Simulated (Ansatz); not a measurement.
# Pressure series in Se

Start from Se (space group P3_121, No. 152; a = 4.529 Å, c = 5.042 Å; made of chains).

Cell and atoms are relaxed at each pressure.

Computed with PBE (Ansatz, a first-principles code; PAW; 420 eV plane waves; spin-orbit coupling left out), earlier PAW set.

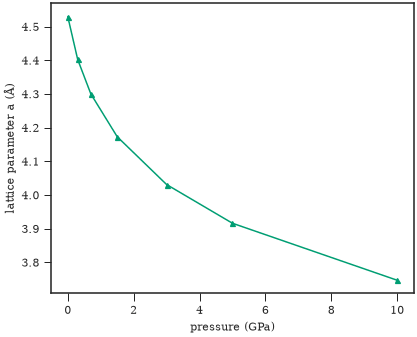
Lattice parameter a against pressure

| pressure (GPa) | lattice parameter a |
|---|---|
| 0.3 | 4.402 Å |
| 0.7 | 4.300 Å |
| 1.5 | 4.173 Å |
| 3 | 4.031 Å |
| 5 | 3.916 Å |
| 10 | 3.747 Å |

From pressure 10 GPa on, the axis ratios lie over 15 % from the base's, so the cell there is far from its starting form. Load acts through the strain it causes; cell and atoms are relaxed under it. Whether these cells are dynamically stable was not tested. No other phases were tried under pressure. No dispersion term is included, though the crystal is made of layers, chains or molecules, so its spacings can come out too wide.
